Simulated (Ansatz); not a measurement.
**C3H8Si2: geometry relaxation (part 1 of 2)**

C3H8Si2, computed with RKS BHLYP-D4/def2-SVP (Ansatz 0.2.0).

It belongs to a series of runs on one base structure; here: end point A relaxed. Figures and captions count atoms from 1; the log counts them from 0 in places.

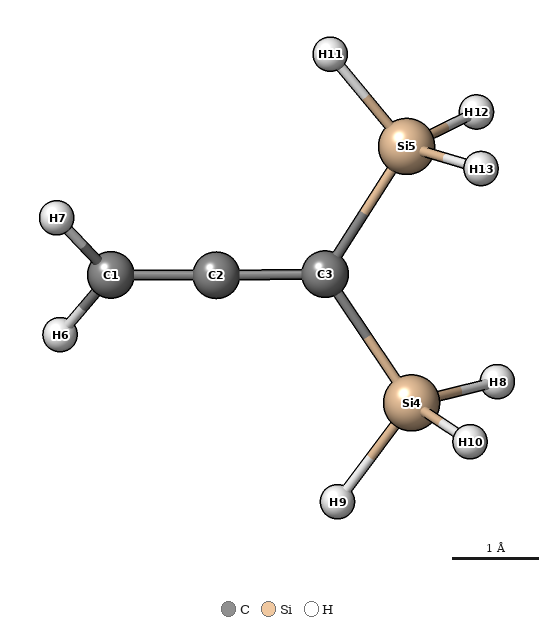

Fig. 1: The structure as given in the input (ball-and-stick view, seen at a tilt; atoms are numbered from 1 in the order of the input).

## Results in brief

| quantity | value |
| --- | --- |
| outcome | converged |
| total energy | −18985.9309 eV |
| mean-field energy | −18985.5280 eV |
| largest force (length of the vector) at the end | 0.010 eV/Å |
| hardware | 2 threads of Arm Neoverse V2, 24 GiB of memory available, shared host |
| wall time | 25 s (CPU time 50 s) |
| peak memory | 0.28 GiB |

## Input
```yaml
crystal:
  periodic: [false, false, false]
  atoms:
    - { symbol: C, position_ang: [-1.0492, 1.989, -1.0211] }
    - { symbol: C, position_ang: [-0.5422, 0.9845, -0.5056] }
    - { symbol: C, position_ang: [-0.0125, -0.0568, 0.009] }
    - { symbol: Si, position_ang: [0.2811, -0.2333, 1.8079] }
    - { symbol: Si, position_ang: [0.6597, -1.4226, -1.005] }
    - { symbol: H, position_ang: [-1.8602, 2.6016, -0.4958] }
    - { symbol: H, position_ang: [-0.7856, 2.3771, -2.0178] }
    - { symbol: H, position_ang: [-0.3354, -1.5125, 2.2681] }
    - { symbol: H, position_ang: [-0.4758, 0.8675, 2.5869] }
    - { symbol: H, position_ang: [1.6434, -0.2178, 2.2181] }
    - { symbol: H, position_ang: [0.5767, -1.0923, -2.4147] }
    - { symbol: H, position_ang: [-0.1084, -2.6463, -0.7408] }
    - { symbol: H, position_ang: [2.0287, -1.6729, -0.6744] }
basis:
  gaussian: { orbitals: def2-SVP }
hamiltonian:
  xc: { name: BHLYP }
  dispersion: d4
relax:
  f_tol: 0.02
  max_steps: 50
output:
  orbitals: {}
```

Run as:
```bash
ansatz run input.yaml --threads 2 --pin off --max-ram 3072MiB --backend cpu --events-out ev --progress --plain --runs-dir out
```

## Output
```
The last accepted step is kept in [file] (removed where the run ends without a failure and the disk answers)
Engine: ansatz 0.2.0, aarch64-unknown-linux-gnu
Functional definition: BHLYP
  parameter a = 0.5
  exchange = (1 - a)*b88_x + a*exact_x
  correlation = lyp_c
1280 factors; integrals over basis functions are off by at most 5.7e-4 eV
mean field evaluation 1: about -18980.1031 eV, gradient 3.8e1 eV
mean field evaluation 2: about -18981.4433 eV, gradient 3.0e1 eV
mean field evaluation 4: about -18983.9199 eV, gradient 2.1e0 eV
mean field evaluation 8: about -18983.9720 eV, gradient 2.8e-1 eV
mean field evaluation 16: about -18983.9724 eV, gradient 1.2e-4 eV
mean field -18983.97240095 eV, -697.6481179362 hartree, gradient 1.1e-5 eV, S^2 0.000000; 0 other end points of the search recorded, 0 dependent functions left out
the calculation of the forces begins
reference -18983.97261473 eV, -697.6481257924 hartree; 27, 27 occupied and 91, 91 virtual orbitals, 1280 factors
relax step   1: F+E_penalty+E_count = -18984.38575705 eV  Δ(F+E_penalty+E_count) = +0.000e0 eV  max|allowed force component| = 5.836e0 eV/Å  Δτ_max = 0.0000 Å  (30 SCF iters, accepted)
these checks for a lower state are left out or cut short: starts, cluster_reference, orbital_swaps, neighbouring_geometries, increment
1280 factors; integrals over basis functions are off by at most 6.3e-4 eV
mean field -18984.77981617 eV, -697.6777898984 hartree, gradient 2.2e-5 eV, S^2 0.000000; 0 other end points of the search recorded, 0 dependent functions left out
the calculation of the forces begins
reference -18984.78003264 eV, -697.6777978535 hartree; 27, 27 occupied and 91, 91 virtual orbitals, 1280 factors
relax step   2: F+E_penalty+E_count = -18985.18808678 eV  Δ(F+E_penalty+E_count) = -8.023e-1 eV  max|allowed force component| = 1.680e0 eV/Å  Δτ_max = 0.1950 Å  (32 SCF iters, accepted)
these checks for a lower state are left out or cut short: starts, cluster_reference, orbital_swaps, neighbouring_geometries, increment
1280 factors; integrals over basis functions are off by at most 6.5e-4 eV
mean field evaluation 32: about -18985.0746 eV, gradient 2.5e-5 eV
mean field -18985.07464583 eV, -697.6886246885 hartree, gradient 2.5e-5 eV, S^2 0.000000; 0 other end points of the search recorded, 0 dependent functions left out
the calculation of the forces begins
reference -18985.07486384 eV, -697.6886327000 hartree; 27, 27 occupied and 91, 91 virtual orbitals, 1280 factors
relax step   3: F+E_penalty+E_count = -18985.48043510 eV  Δ(F+E_penalty+E_count) = -2.923e-1 eV  max|allowed force component| = 1.143e0 eV/Å  Δτ_max = 0.1949 Å  (32 SCF iters, accepted)
these checks for a lower state are left out or cut short: starts, cluster_reference, orbital_swaps, neighbouring_geometries, increment
1280 factors; integrals over basis functions are off by at most 6.4e-4 eV
mean field -18985.30465501 eV, -697.6970773700 hartree, gradient 8.2e-6 eV, S^2 0.000000; 0 other end points of the search recorded, 0 dependent functions left out
the calculation of the forces begins
reference -18985.30487324 eV, -697.6970853897 hartree; 27, 27 occupied and 91, 91 virtual orbitals, 1280 factors
relax step   4: F+E_penalty+E_count = -18985.70841897 eV  Δ(F+E_penalty+E_count) = -2.280e-1 eV  max|allowed force component| = 7.726e-1 eV/Å  Δτ_max = 0.2000 Å  (32 SCF iters, accepted)
these checks for a lower state are left out or cut short: starts, cluster_reference, orbital_swaps, neighbouring_geometries, increment
1280 factors; integrals over basis functions are off by at most 6.3e-4 eV
mean field -18985.46016897 eV, -697.7027924026 hartree, gradient 2.6e-5 eV, S^2 0.000000; 0 other end points of the search recorded, 0 dependent functions left out
the calculation of the forces begins
reference -18985.46038732 eV, -697.7028004266 hartree; 27, 27 occupied and 91, 91 virtual orbitals, 1280 factors
relax step   5: F+E_penalty+E_count = -18985.86332829 eV  Δ(F+E_penalty+E_count) = -1.549e-1 eV  max|allowed force component| = 5.406e-1 eV/Å  Δτ_max = 0.2000 Å  (30 SCF iters, accepted)
these checks for a lower state are left out or cut short: starts, cluster_reference, orbital_swaps, neighbouring_geometries, increment
1280 factors; integrals over basis functions are off by at most 6.5e-4 eV
mean field -18985.52151562 eV, -697.7050468505 hartree, gradient 9.0e-6 eV, S^2 0.000000; 0 other end points of the search recorded, 0 dependent functions left out
the calculation of the forces begins
reference -18985.52173310 eV, -697.7050548425 hartree; 27, 27 occupied and 91, 91 virtual orbitals, 1280 factors
relax step   6: F+E_penalty+E_count = -18985.92273225 eV  Δ(F+E_penalty+E_count) = -5.940e-2 eV  max|allowed force component| = 2.932e-1 eV/Å  Δτ_max = 0.2000 Å  (32 SCF iters, accepted)
these checks for a lower state are left out or cut short: starts, cluster_reference, orbital_swaps, neighbouring_geometries, increment
1280 factors; integrals over basis functions are off by at most 6.5e-4 eV
mean field -18985.52671576 eV, -697.7052379520 hartree, gradient 1.9e-5 eV, S^2 0.000000; 0 other end points of the search recorded, 0 dependent functions left out
the calculation of the forces begins
reference -18985.52693328 eV, -697.7052459455 hartree; 27, 27 occupied and 91, 91 virtual orbitals, 1280 factors
relax step   7: F+E_penalty+E_count = -18985.92969561 eV  Δ(F+E_penalty+E_count) = -6.963e-3 eV  max|allowed force component| = 7.540e-2 eV/Å  Δτ_max = 0.0564 Å  (32 SCF iters, accepted)
these checks for a lower state are left out or cut short: starts, cluster_reference, orbital_swaps, neighbouring_geometries, increment
1280 factors; integrals over basis functions are off by at most 6.6e-4 eV
mean field evaluation 64: about -18985.5278 eV, gradient 1.7e-3 eV
mean field -18985.52779314 eV, -697.7052775448 hartree, gradient 1.0e-5 eV, S^2 0.000000; 0 other end points of the search recorded, 0 dependent functions left out
the calculation of the forces begins
reference -18985.52801084 eV, -697.7052855454 hartree; 27, 27 occupied and 91, 91 virtual orbitals, 1280 factors
relax step   8: F+E_penalty+E_count = -18985.93064833 eV  Δ(F+E_penalty+E_count) = -9.527e-4 eV  max|allowed force component| = 1.026e-2 eV/Å  Δτ_max = 0.0249 Å  (26 SCF iters, accepted)
```

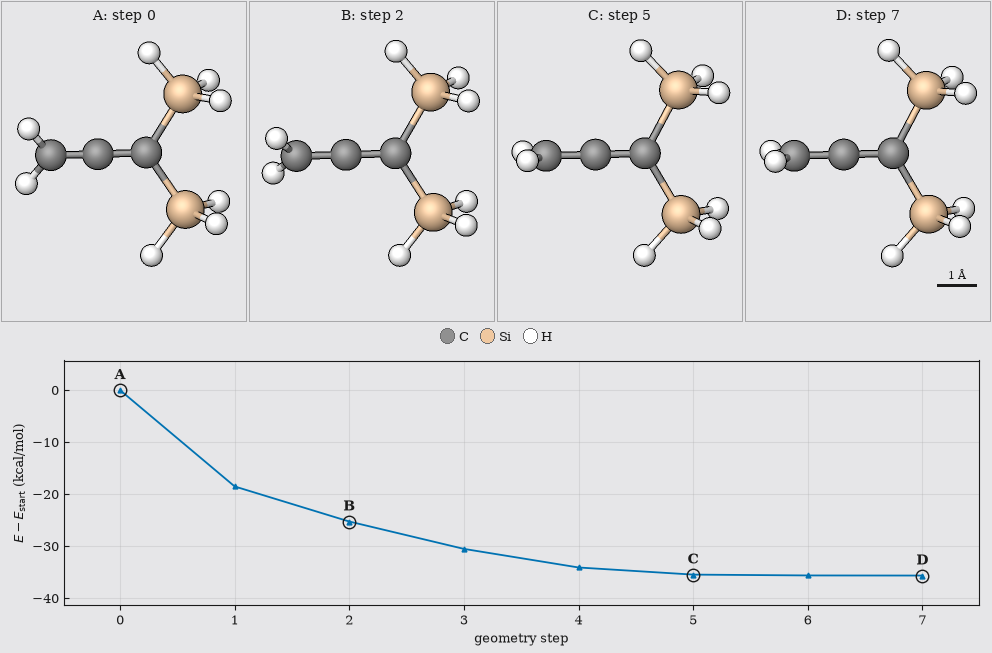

Fig. 2: Frames of the relaxation (ball-and-stick view, seen at a tilt) above the curves, on which the letters mark them (the first geometry is step 0 here and step 1 in the log).

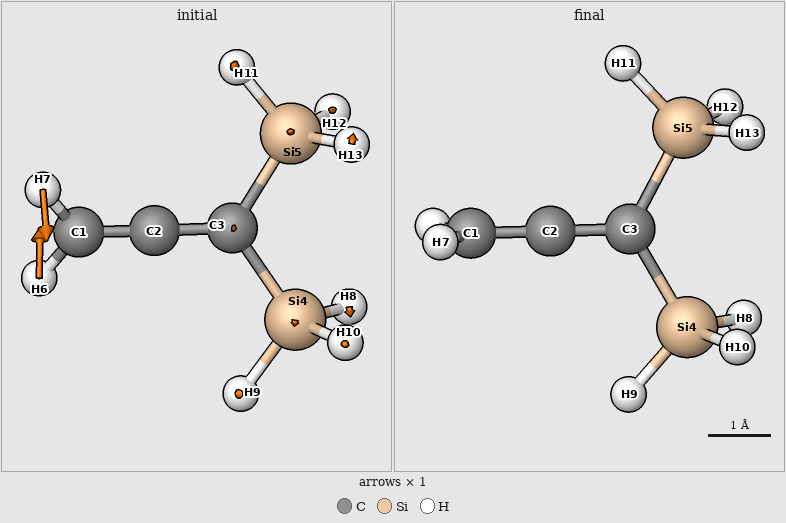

Fig. 3: Before (left) and after (right) the relaxation, at one scale (ball-and-stick view, seen at a tilt). The orange arrows give the displacements, at true length. The largest moves after the best rigid fit, 0.91 Å, are those of H6 and H7. Largest moves by element: H 0.91 Å, Si 0.12 Å, C 0.08 Å. Among the contacts that change: Si4–H9 1.546 → 1.479 Å, C1–C2 1.238 → 1.302 Å, Si4–H10 1.423 → 1.483 Å, C1–H6 1.144 → 1.086 Å. Among the angles that change: Si4–C3–Si5 114.4° → 122.4°, C3–Si4–H10 115.8° → 109.9°, H8–Si4–H9 104.6° → 109.9°. After 7 geometry steps the energy has fallen by 35.6 kcal/mol. The largest force component goes from 5.8 to 0.01 eV/Å. (Atoms are counted from 1 in the order of the input.)

```
1280 factors; integrals over basis functions are off by at most 6.6e-4 eV
mean field -18985.52779314 eV, -697.7052775449 hartree, gradient 1.0e-5 eV, S^2 0.000000; 1 other end points of the search recorded, 0 dependent functions left out
the calculation of the forces begins
reference -18985.52801084 eV, -697.7052855454 hartree; 27, 27 occupied and 91, 91 virtual orbitals, 1280 factors
Total energy: -18985.93086604 eV, -697.7200902007 hartree
Atom 0 at    -1.064252     2.007308    -1.011189 Å, force     0.001113    -0.001033     0.002090 eV/Å
Atom 1 at    -0.506405     0.957029    -0.480581 Å, force     0.001847    -0.010261     0.000531 eV/Å
Atom 2 at     0.051178    -0.094858     0.048841 Å, force    -0.004083     0.005871    -0.001724 eV/Å
Atom 3 at     0.278065    -0.158736     1.908443 Å, force     0.006361     0.005276    -0.006100 eV/Å
Atom 4 at     0.596364    -1.489825    -1.078300 Å, force    -0.006469     0.001916     0.003002 eV/Å
Atom 5 at    -2.139823     2.054884    -1.154805 Å, force     0.002945     0.002118    -0.002669 eV/Å
Atom 6 at    -0.466430     2.859094    -1.322245 Å, force    -0.004061     0.001804     0.002531 eV/Å
Atom 7 at    -0.286846    -1.422465     2.439990 Å, force    -0.003117     0.002319    -0.002498 eV/Å
Atom 8 at    -0.398042     0.997226     2.535536 Å, force    -0.001717    -0.000042     0.003897 eV/Å
Atom 9 at     1.722271    -0.132302     2.242528 Å, force     0.002383    -0.006258     0.001389 eV/Å
Atom 10 at     0.401551    -1.096361    -2.490253 Å, force     0.002702    -0.001803    -0.004743 eV/Å
Atom 11 at    -0.192325    -2.710937    -0.786974 Å, force     0.003057    -0.003824     0.002917 eV/Å
Atom 12 at     2.024995    -1.804857    -0.836192 Å, force    -0.000960     0.003916     0.001376 eV/Å
Dipole moment:    -0.056944     0.106132    -0.053555 e Å
```
